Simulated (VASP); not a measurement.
# SnO (Romarchite) with rev-vdW-DF2: from relaxation to properties, part 3 of 5

Wanted: the relaxed cell of SnO (Romarchite) and its properties. The start is a cell from a database of measured crystal structures.

VASP 6.6.1; rev-vdW-DF2; plane waves and PAW (Sn_d, O).

So far, gap on the k-mesh (eV): step 2 (relaxing cell and atoms (rev-vdW-DF2)) 0.655; step 3 (second relaxation) 0.655. The relaxed cell has a = 3.845, c = 4.862 Å (conventional setting).

## 5. Bands along the symmetry lines (rev-vdW-DF2)

The mesh alone shows little of the dispersion and can miss band extrema, so KPOINTS_OPT adds a path through the symmetry points after the self-consistent cycle.

Contents of INCAR:

```
SYSTEM = SnO
PREC = Accurate
ENCUT = 520
EDIFF = 1E-06
NELM = 100
ISMEAR = 0
SIGMA = 0.05
LREAL = .FALSE.
ALGO = Normal
GGA = MK
AGGAC = 0
LUSE_VDW = .TRUE.
PARAM1 = 0.1234
PARAM2 = 0.711357
ZAB_VDW = -1.8867
LASPH = .TRUE.
NBANDS = 34
LORBIT = 11
LWAVE = .FALSE.
LCHARG = .FALSE.
KPAR = 4
```

Contents of POSCAR:

```
SnO
1.0
    3.8453305450      0.0000000000      0.0000000000
    0.0000000000      3.8453305450      0.0000000000
    0.0000000000      0.0000000000      4.8623809990
Sn O
2 2
Direct
    0.5000000000      0.0000000000      0.2386411685
    0.0000000000      0.5000000000      0.7613588315
    0.0000000000      0.0000000000      0.0000000000
    0.5000000000      0.5000000000      0.0000000000
```

Contents of KPOINTS:

```
Automatic mesh
0
Gamma
5 5 4
0 0 0
```

Contents of KPOINTS_OPT:

```
Line mode
16
Line-mode
Reciprocal
  0.00000000   0.00000000   0.00000000 GAMMA
  0.00000000   0.50000000   0.00000000 X

  0.00000000   0.50000000   0.00000000 X
  0.50000000   0.50000000   0.00000000 M

  0.50000000   0.50000000   0.00000000 M
  0.00000000   0.00000000   0.00000000 GAMMA

  0.00000000   0.00000000   0.00000000 GAMMA
  0.00000000   0.00000000   0.50000000 Z

  0.00000000   0.00000000   0.50000000 Z
  0.00000000   0.50000000   0.50000000 R

  0.00000000   0.50000000   0.50000000 R
  0.50000000   0.50000000   0.50000000 A

  0.50000000   0.50000000   0.50000000 A
  0.00000000   0.00000000   0.50000000 Z

  0.00000000   0.50000000   0.00000000 X
  0.00000000   0.50000000   0.50000000 R

  0.50000000   0.50000000   0.00000000 M
  0.50000000   0.50000000   0.50000000 A
```

PAW data sets: Sn_d and O (PBE family, release 64).

Run with:

```
$ mpirun -np 4 vasp_std
```

The log of the run:

```text
[... set-up lines as in an earlier step ...]
 entering main loop
       N       E                     dE             d eps       ncg     rms          rms(c)
DAV:   1     0.415416505309E+03    0.41542E+03   -0.18626E+04  1350   0.179E+03
DAV:   2     0.455574506982E+02   -0.36986E+03   -0.34595E+03  1224   0.482E+02
DAV:   3    -0.156670305321E+02   -0.61224E+02   -0.60137E+02  1410   0.154E+02
DAV:   4    -0.182676281120E+02   -0.26006E+01   -0.25953E+01  1442   0.347E+01
DAV:   5    -0.183303381572E+02   -0.62710E-01   -0.62700E-01  1632   0.573E+00    0.117E+01
DAV:   6    -0.146181723036E+02    0.37122E+01   -0.14447E+01  1972   0.380E+01    0.502E+00
DAV:   7    -0.145670575359E+02    0.51115E-01   -0.20823E+00  1498   0.734E+00    0.243E+00
DAV:   8    -0.145436574797E+02    0.23400E-01   -0.26037E-01  1400   0.281E+00    0.751E-01
DAV:   9    -0.145373282201E+02    0.63293E-02   -0.29460E-02  1982   0.149E+00    0.239E-01
DAV:  10    -0.145382967502E+02   -0.96853E-03   -0.51061E-03  1664   0.573E-01    0.124E-01
DAV:  11    -0.145380026261E+02    0.29412E-03   -0.12009E-03  1898   0.277E-01    0.124E-02
DAV:  12    -0.145380207977E+02   -0.18172E-04   -0.15625E-04  1354   0.643E-02    0.148E-02
DAV:  13    -0.145380213341E+02   -0.53642E-06   -0.52160E-06  1510   0.160E-02
   1 F= -.14538021E+02 E0= -.14538021E+02  d E =-.143081E-17
 Start KPOINTS_OPT (optional k-point list driver)
k-point batch [1-18\144]
       N       E                     dE             ncg
DAV:   1     0.215690364408E+04   -0.83018E+04     1370
DAV:   2    -0.444908163892E+04   -0.66060E+04     1224
DAV:   3    -0.554676672952E+04   -0.10977E+04     1386
DAV:   4    -0.559471964967E+04   -0.47953E+02     1468
DAV:   5    -0.559585507445E+04   -0.11354E+01     1606
DAV:   6    -0.559589334809E+04   -0.38274E-01     1616
DAV:   7    -0.559589533705E+04   -0.19890E-02     1812
DAV:   8    -0.559589534695E+04   -0.98969E-05     1382
DAV:   9    -0.559589534711E+04   -0.16292E-06     1000
[...]
k-point batch [127-144\144]
       N       E                     dE             ncg
DAV:   1     0.203974310294E+04   -0.23882E+05     1396
DAV:   2    -0.443289276550E+04   -0.64726E+04     1248
DAV:   3    -0.553264953439E+04   -0.10998E+04     1424
DAV:   4    -0.557903681675E+04   -0.46387E+02     1446
DAV:   5    -0.558016986175E+04   -0.11330E+01     1616
DAV:   6    -0.558020946601E+04   -0.39604E-01     1566
DAV:   7    -0.558021164886E+04   -0.21828E-02     1774
DAV:   8    -0.558021166586E+04   -0.16995E-04     1362
DAV:   9    -0.558021166608E+04   -0.22375E-06      964
```

Wall time 44 s (4 MPI ranks of Intel Xeon 6975P-C (Granite Rapids), shared host); peak memory 1.6 GiB.

From OUTCAR (step 5):

```text
   k-points           NKPTS =     18   k-points in BZ     NKDIM =     18   number of bands    NBANDS=     34

   NELECT =      40.0000    total number of electrons

 E-fermi :   6.8698

 k-point     1 :       0.0000    0.0000    0.0000
  band No.  band energies     occupation
    ...
     16       0.6552      2.00000
     17       3.3683      2.00000
     18       3.6544      2.00000
     19       3.6544      2.00000
     20       6.5829      2.00000
     21       8.7028      0.00000
     22      11.0212      0.00000
     23      11.2611      0.00000
     24      11.2611      0.00000
     25      12.3066      0.00000
    ...

Total vdW correction in eV:      6.7766769

  Total       -0.0022997     -0.0022997     -0.0212873      0.0000000     -0.0000000      0.0000000
  in kB       -0.0512465     -0.0512465     -0.4743664      0.0000000     -0.0000000      0.0000000
  external PRESSURE =      -0.1922865 kB  Pullay stress =       0.0000000 kB

 POSITION                                       TOTAL-FORCE (eV/Angst)
 -----------------------------------------------------------------------------------
      1.92267      0.00000      1.16036        -0.000000      0.000000      0.003064
      0.00000      1.92267      3.70202         0.000000      0.000000     -0.003064
      0.00000      0.00000      0.00000         0.000000     -0.000000      0.000000
      1.92267      1.92267      0.00000         0.000000      0.000000      0.000000
 -----------------------------------------------------------------------------------
    total drift:                                0.000000      0.000000      0.000000

  FREE ENERGIE OF THE ION-ELECTRON SYSTEM (eV)
  ---------------------------------------------------
  free  energy   TOTEN  =       -14.5380213341 eV

  energy  without entropy=      -14.5380213341  energy(sigma->0) =      -14.53802133

Total vdW correction in eV:      6.7768034

[... 9 parts as in an earlier step ...]

[... 7 further parts left out ...]
```

Spin-orbit coupling is off here; with elements this heavy it splits and shifts levels by tenths of an eV or more.

This step gave:

- SCF cycles: 13
- bands: 34
- Fermi energy: 6.870 eV
- pressure: -0.01923 GPa
- least gap on mesh and path: 0.2328 eV
- least direct gap on mesh and path: 2.059 eV
- valence top at k: 0.06667, 0.06667, 0
- conduction bottom at k: 0.5, 0.5, 0
- least direct gap at k: 0, 0, 0.1333

Electronic bands along the path, in eV, zero at the valence-band top; v1 is the highest filled band, c1 the lowest empty one:

```
    point     v4     v3     v2     v1    c1    c2    c3    c4
        Γ  -3.22  -2.94  -2.94  -0.01  2.11  4.43  4.67  4.67
        X  -4.55  -4.55  -2.53  -2.53  3.21  3.21  5.84  5.84
        M  -2.29  -2.29  -1.83  -1.83  0.23  0.23  4.57  4.57
        Γ  -3.22  -2.94  -2.94  -0.01  2.11  4.43  4.67  4.67
        Z  -3.16  -2.95  -2.95  -2.00  1.71  3.00  3.00  3.66
        R  -4.51  -4.51  -1.61  -1.61  2.64  2.64  5.38  5.38
        A  -2.60  -2.60  -2.29  -2.29  2.49  2.49  4.07  4.07
        Z  -3.16  -2.95  -2.95  -2.00  1.71  3.00  3.00  3.66
jump to X  -4.55  -4.55  -2.53  -2.53  3.21  3.21  5.84  5.84
        R  -4.51  -4.51  -1.61  -1.61  2.64  2.64  5.38  5.38
jump to M  -2.29  -2.29  -1.83  -1.83  0.23  0.23  4.57  4.57
        A  -2.60  -2.60  -2.29  -2.29  2.49  2.49  4.07  4.07
```

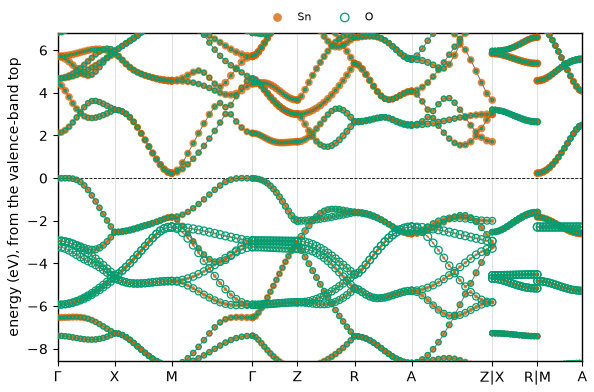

Electronic bands along the path; dots are coloured as in the legend, and their area grows with the weight.

The path lowers the gap by 0.42 eV against the mesh alone, so a band edge lies off the mesh.

## 6. Density of states (rev-vdW-DF2)

A density of states needs more k-points than a total energy; ISMEAR = -5 takes tetrahedra, and LORBIT projects the states on the PAW spheres. The mesh is finer than in the run before.

INCAR: that of step 5 with these lines changed.

```diff
@@ -5,3 +5,3 @@
 NELM = 100
-ISMEAR = 0
+ISMEAR = -5
 SIGMA = 0.05
@@ -21 +21,2 @@
 KPAR = 4
+NEDOS = 2001
```

POSCAR is that of step 5.

Contents of KPOINTS:

```
Automatic mesh
0
Gamma
8 8 6
0 0 0
```

Run with:

```
$ mpirun -np 4 vasp_std
```

The log of the run:

```text
[... set-up lines as in an earlier step ...]
 entering main loop
       N       E                     dE             d eps       ncg     rms          rms(c)
DAV:   1     0.423106298322E+03    0.42311E+03   -0.18669E+04  4464   0.178E+03
DAV:   2     0.463990863776E+02   -0.37671E+03   -0.35275E+03  4120   0.494E+02
DAV:   3    -0.156724187553E+02   -0.62072E+02   -0.60974E+02  4704   0.156E+02
DAV:   4    -0.182674324431E+02   -0.25950E+01   -0.25899E+01  4840   0.347E+01
DAV:   5    -0.183299218270E+02   -0.62489E-01   -0.62480E-01  5220   0.567E+00    0.117E+01
DAV:   6    -0.146208166601E+02    0.37091E+01   -0.14318E+01  6554   0.380E+01    0.502E+00
DAV:   7    -0.145681006254E+02    0.52716E-01   -0.20489E+00  4876   0.735E+00    0.243E+00
DAV:   8    -0.145454280932E+02    0.22673E-01   -0.26805E-01  4544   0.284E+00    0.754E-01
DAV:   9    -0.145388854625E+02    0.65426E-02   -0.29492E-02  6716   0.151E+00    0.241E-01
DAV:  10    -0.145398814627E+02   -0.99600E-03   -0.51594E-03  5572   0.585E-01    0.126E-01
DAV:  11    -0.145395688808E+02    0.31258E-03   -0.12133E-03  6326   0.284E-01    0.127E-02
DAV:  12    -0.145395881831E+02   -0.19302E-04   -0.16612E-04  4358   0.659E-02    0.152E-02
DAV:  13    -0.145395887228E+02   -0.53974E-06   -0.58283E-06  5104   0.169E-02
   1 F= -.14539589E+02 E0= -.14539589E+02  d E =0.000000E+00
```

It took 35 s on 4 MPI ranks; peak memory 1.8 GiB.

OUTCAR, selected parts (step 6):

```text
   k-points           NKPTS =     60   k-points in BZ     NKDIM =     60   number of bands    NBANDS=     34

   NELECT =      40.0000    total number of electrons

 E-fermi :   6.5848

 k-point     1 :       0.0000    0.0000    0.0000
  band No.  band energies     occupation
    ...
     16       0.6543      2.00000
     17       3.3670      2.00000
     18       3.6533      2.00000
     19       3.6533      2.00000
     20       6.5820      2.00000
     21       8.7023      0.00000
     22      11.0208      0.00000
     23      11.2607      0.00000
     24      11.2607      0.00000
     25      12.3061      0.00000
    ...

Total vdW correction in eV:      6.7762981

  Total       -0.0119354     -0.0119354     -0.0429601      0.0000000      0.0000000      0.0000000
  in kB       -0.2659685     -0.2659685     -0.9573252      0.0000000      0.0000000      0.0000000
  external PRESSURE =      -0.4964207 kB  Pullay stress =       0.0000000 kB

 POSITION                                       TOTAL-FORCE (eV/Angst)
 -----------------------------------------------------------------------------------
      1.92267      0.00000      1.16036        -0.000000     -0.000000      0.005641
      0.00000      1.92267      3.70202         0.000000     -0.000000     -0.005641
      0.00000      0.00000      0.00000         0.000000     -0.000000      0.000000
      1.92267      1.92267      0.00000         0.000000      0.000000      0.000000
 -----------------------------------------------------------------------------------
    total drift:                                0.000000      0.000000      0.000000

  FREE ENERGIE OF THE ION-ELECTRON SYSTEM (eV)
  ---------------------------------------------------
  free  energy   TOTEN  =       -14.5395887228 eV

  energy  without entropy=      -14.5395887228  energy(sigma->0) =      -14.53958872

Total vdW correction in eV:      6.7764316

[... 7 parts as in an earlier step ...]

[... 9 further parts left out ...]
```

Numbers from this step:

| Item | Value |
| --- | --- |
| irreducible k-points | 60 |
| Fermi energy | 6.585 eV |
| pressure | -0.04964 GPa |
| valence top at k | 0, 0, 0 |
| least direct gap at k | 0.5, 0.5, 0 |
| gap on the k-mesh | 0.2419 eV |
| least direct gap on the k-mesh | 2.062 eV |

The density of states has structure finer than the step of the table below, so its rows give means over 2 eV, whole bins alone (the curve runs from -12.0 to 7.29 eV). Peaks (eV: height): total -5.7: 3.53, -5.0: 3.50, -2.5: 3.24, 6.2: 3.60; O p -5.7: 1.57, -5.0: 1.71, -3.5: 1.54, -3.0: 1.83; Sn p 2.6: 0.619, 3.3: 0.663, 5.1: 1.08, 6.2: 1.60; Sn s -8.3: 1.12, -2.1: 0.470, 3.3: 0.378; Sn d 2.6: 0.0919, 4.8: 0.0914, 6.2: 0.101, 6.9: 0.101.

States under -12.0 eV and over 7.3 eV are left out. Density of states against energy, zero at the valence-band top; means over each step; values in states/eV/cell:

```csv
energy (eV),total,O p,Sn p,Sn s,Sn d,O s
-10,0,0,0,0,0,0
-8,1.52,0.385,0.0284,0.617,0.0112,0.0297
-6,1.87,0.769,0.222,0.182,0.0365,0.0344
-4,2.23,1.24,0.217,0.0521,0.0580,0.0186
-2,2.14,0.940,0.237,0.289,0.0374,0.00726
0,0.264,0.0774,0.0298,0.0704,0.00608,0.00294
2,1.54,0.218,0.378,0.142,0.0526,0.0516
4,1.71,0.254,0.492,0.137,0.0656,0.0288
6,2.47,0.364,1.06,0.0448,0.0745,0.0321
```

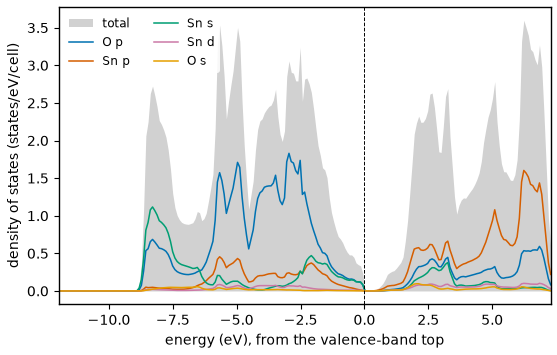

Density of states against energy.

The gap on this mesh is 0.24 eV. In the top eV of the valence band the largest shares in the PAW spheres are O p 33 %, Sn s 30 % and Sn p 9 %; in the lowest eV of the conduction band, Sn p 28 % and O p 6 %. The rest lies in smaller channels or between the spheres.

## 7. Optical spectrum (rev-vdW-DF2)

LOPTICS sums transitions from filled to empty bands. NBANDS is raised for it.

INCAR: that of step 6 with these lines changed.

```diff
@@ -5,3 +5,3 @@
 NELM = 100
-ISMEAR = -5
+ISMEAR = 0
 SIGMA = 0.05
@@ -16,3 +16,3 @@
 LASPH = .TRUE.
-NBANDS = 34
+NBANDS = 52
 LORBIT = 11
@@ -21,2 +21,4 @@
 KPAR = 4
-NEDOS = 2001
+LOPTICS = .TRUE.
+NEDOS = 1500
+CSHIFT = 0.1
```

POSCAR is that of step 6.

KPOINTS is that of step 6.

Run with:

```
$ mpirun -np 4 vasp_std
```

The log of the run:

```text
[... set-up lines as in an earlier step ...]
 entering main loop
       N       E                     dE             d eps       ncg     rms          rms(c)
DAV:   1     0.441722600061E+03    0.44172E+03   -0.15805E+04  7896   0.116E+03
DAV:   2     0.553537114826E+02   -0.38637E+03   -0.34391E+03  6280   0.391E+02
DAV:   3    -0.152471692735E+02   -0.70601E+02   -0.69091E+02  6952   0.113E+02
DAV:   4    -0.182750428920E+02   -0.30279E+01   -0.30225E+01  7396   0.250E+01
DAV:   5    -0.183307770803E+02   -0.55734E-01   -0.55724E-01  8028   0.352E+00    0.117E+01
DAV:   6    -0.146799981202E+02    0.36508E+01   -0.10082E+01  9864   0.248E+01    0.500E+00
DAV:   7    -0.145691297459E+02    0.11087E+00   -0.15796E+00  7520   0.488E+00    0.235E+00
DAV:   8    -0.145400151562E+02    0.29115E-01   -0.19829E-01  6924   0.182E+00    0.591E-01
DAV:   9    -0.145390490086E+02    0.96615E-03   -0.10762E-02  8576   0.599E-01    0.248E-01
DAV:  10    -0.145396454635E+02   -0.59645E-03   -0.25664E-03  7624   0.271E-01    0.668E-02
DAV:  11    -0.145395826274E+02    0.62836E-04   -0.30373E-04  9428   0.107E-01    0.133E-02
DAV:  12    -0.145395888666E+02   -0.62391E-05   -0.50418E-05  7540   0.304E-02    0.764E-03
DAV:  13    -0.145395885761E+02    0.29049E-06   -0.38953E-06  7660   0.988E-03
   1 F= -.14539589E+02 E0= -.14539588E+02  d E =-.943265E-06
 optical routines
 imaginary and real dielectric function
 recalculating local potential from charge density
 direction            1
 direction            2
 direction            3
```

It took 45 s on 4 MPI ranks; peak memory 2.2 GiB; 2.9 min of CPU time.

Parts of OUTCAR (step 7):

```text
   k-points           NKPTS =     60   k-points in BZ     NKDIM =     60   number of bands    NBANDS=     52

   NELECT =      40.0000    total number of electrons

 E-fermi :   6.7039

 k-point     1 :       0.0000    0.0000    0.0000
  band No.  band energies     occupation
    ...
     16       0.6538      2.00000
     17       3.3663      2.00000
     18       3.6525      2.00000
     19       3.6525      2.00000
     20       6.5818      1.99945
     21       8.7022      0.00000
     22      11.0209      0.00000
     23      11.2607      0.00000
     24      11.2607      0.00000
     25      12.3062      0.00000
    ...

  Total       -0.0001045     -0.0001045     -0.0265820      0.0000000     -0.0000000      0.0000000
  in kB       -0.0023282     -0.0023282     -0.5923547      0.0000000     -0.0000000      0.0000000
  external PRESSURE =      -0.1990037 kB  Pullay stress =       0.0000000 kB

 POSITION                                       TOTAL-FORCE (eV/Angst)
 -----------------------------------------------------------------------------------
      1.92267      0.00000      1.16036         0.000000      0.000000      0.005166
      0.00000      1.92267      3.70202        -0.000000      0.000000     -0.005166
      0.00000      0.00000      0.00000        -0.000000      0.000000      0.000000
      1.92267      1.92267      0.00000        -0.000000     -0.000000      0.000000
 -----------------------------------------------------------------------------------
    total drift:                                0.000000      0.000000      0.000000

  FREE ENERGIE OF THE ION-ELECTRON SYSTEM (eV)
  ---------------------------------------------------
  free  energy   TOTEN  =       -14.5395885761 eV

  energy  without entropy=      -14.5395876328  energy(sigma->0) =      -14.53958810

Total vdW correction in eV:      6.7764148

Total vdW correction in eV:      6.7764148

 plasma frequency squared (from intraband transitions) (eV^2)
  --------------------------------------------------------------------------------------
       0.000       0.000      -0.000
       0.000       0.000       0.000
      -0.000       0.000       0.000

[... 8 parts as in an earlier step ...]

[... 8 further parts left out ...]
```

These are independent-particle spectra without excitons or local fields, and fine structure depends on the mesh and on CSHIFT.

This step gave:

```
bands             : 52
Fermi energy      : 6.704 eV
pressure          : -0.01990 GPa
gap on the k-mesh : 0.2422 eV
```

The imaginary dielectric function has structure finer than the step of the table below, so its rows give means over 2 eV, whole bins alone (the curve runs from 0 to 25.0 eV). Peaks (eV: height): xx 3.1: 16.9, 4.2: 12.0; zz 2.9: 6.64, 4.4: 13.9, 5.5: 6.50, 6.9: 7.52.

The imaginary dielectric function by photon energy; means over each step:

```csv
photon energy (eV),xx,zz
2,3.27,1.73
4,10.3,8.72
6,4.47,5.39
8,3.78,2.89
10,2.40,2.18
12,1.09,1.66
14,0.933,0.883
16,1.16,0.753
18,0.690,0.440
20,0.511,0.534
22,0.310,0.421
```

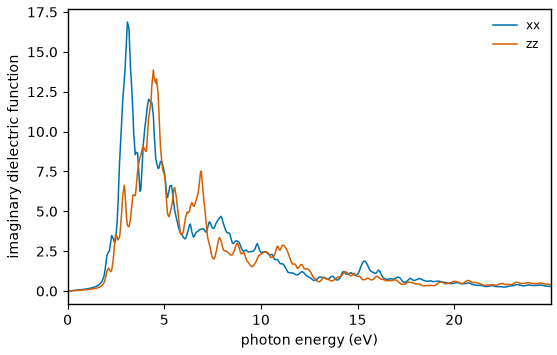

Imaginary dielectric function, plotted against photon energy.

Table of real dielectric function by photon energy:

| photon energy (eV) | xx | zz |
| --- | --- | --- |
| 0 | 8.53 | 7.09 |
| 1 | 9.13 | 7.47 |
| 2 | 12.5 | 9.54 |
| 3 | 12.3 | 7.71 |
| 4 | 5.90 | 7.49 |
| 5 | -1.05 | -1.41 |
| 6 | -0.168 | 1.41 |
| 7 | 0.670 | -2.44 |
| 8 | -0.494 | -0.745 |
| 9 | -0.790 | -0.355 |
| 10 | -0.604 | 0.545 |
| 11 | -0.870 | 0.0564 |
| 12 | -0.184 | -0.406 |
| 13 | 0.210 | -0.217 |
| 14 | 0.589 | 0.389 |
| 15 | 0.774 | 0.0778 |
| 16 | 0.105 | 0.244 |
| 17 | 0.197 | 0.163 |
| 18 | 0.290 | 0.333 |
| 19 | 0.274 | 0.671 |
| 20 | 0.344 | 0.641 |
| 21 | 0.298 | 0.521 |
| 22 | 0.436 | 0.641 |
| 23 | 0.620 | 0.769 |
| 24 | 0.573 | 0.652 |

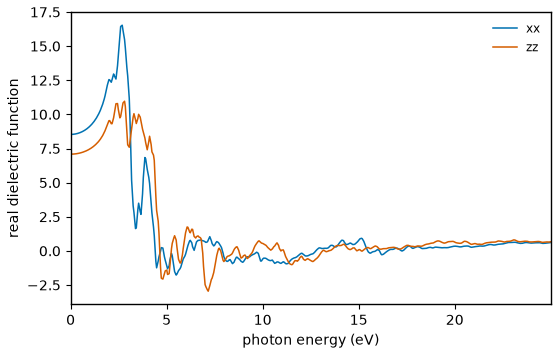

Real dielectric function against photon energy.

The mean of ε2 over directions passes 5 % of its top at 1.87 eV, against a least direct gap of 2.06 eV on this mesh; what lies under the gap is the tail of the broadening by CSHIFT. The indirect gap (0.23 eV in the band run) doesn't show, since phonons are left out.

(Continued in part 4 of 5.)

[Lines on the potential files, build, host, timing and source positions are cut from VASP's logs without a mark.]

[Logs are printed without paths, hosts, clocks, repeated set-up lines and the standing remarks that a program may print on its own settings, such as how far it seeks lower states.]

[Hosts, paths, dates, database ids (printed as entryN), source tags and the programs' standing remarks are cut or masked in the printed files.]

[A measured line is paired with the nearest computed mode of its activity, which favours agreement.]
